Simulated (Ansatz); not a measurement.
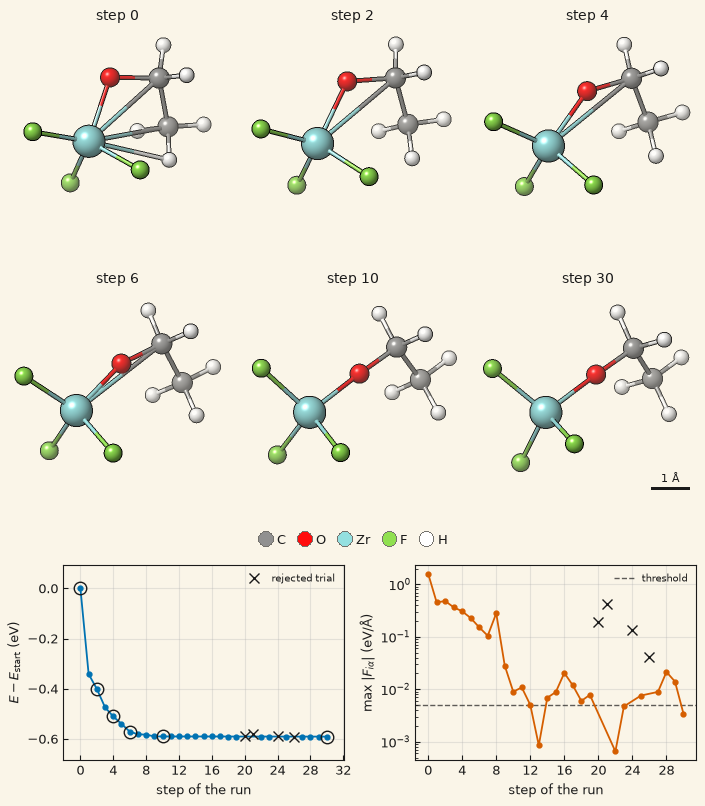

Frames of a relaxation of C2H5F3OZr, marked on the history of the run. A ball-and-stick model, seen from a free direction.

The start comes from GFN2-xTB.

All numbers below come from Ansatz 0.2.0, RKS PBE0-D4/def2-TZVP. Settings: force threshold 0.005 eV/Å; at most 150 steps.

What happens along the run?

Over 26 accepted moves (30 points after the start) the energy falls by 0.591 eV. Largest force component: 1.6 eV/Å at the start, 0.0034 eV/Å at the end. The line search rejected the trial steps at points 20, 21, 24, 26 of the run. The forces were under the threshold at step 13, but the run went on from there. An F atom moves most after the best rigid fit: 1.38 Å. By element the largest moves are F 1.38 Å, H 1.13 Å, O 1.01 Å, C 0.65 Å, Zr 0.61 Å. Among the contacts that change: H–Zr 2.501 → 4.073 Å, C–Zr 2.844 → 4.057 Å, H–Zr 2.921 → 4.061 Å, H–Zr 3.144 → 3.798 Å. Bonds break, among them: C–Zr (2.84 → 4.06 Å), H–Zr (2.50 → 4.07 Å). Bond angles that change, for instance: C–O–Zr 112.1° → 177.2°, O–Zr–F 113.5° → 109.1°, O–Zr–F 106.6° → 109.2°. From step 0 to 2: an F atom moves most (0.27 Å), energy −0.401 eV. From step 2 to 4: an F atom moves most (0.39 Å), energy −0.110 eV. From step 4 to 6: an F atom moves most (0.38 Å), energy −0.060 eV. From step 6 to 10: an F atom moves most (0.31 Å), energy −0.020 eV. From step 10 to 30: F atoms move most (0.29 Å), energy −0.001 eV.
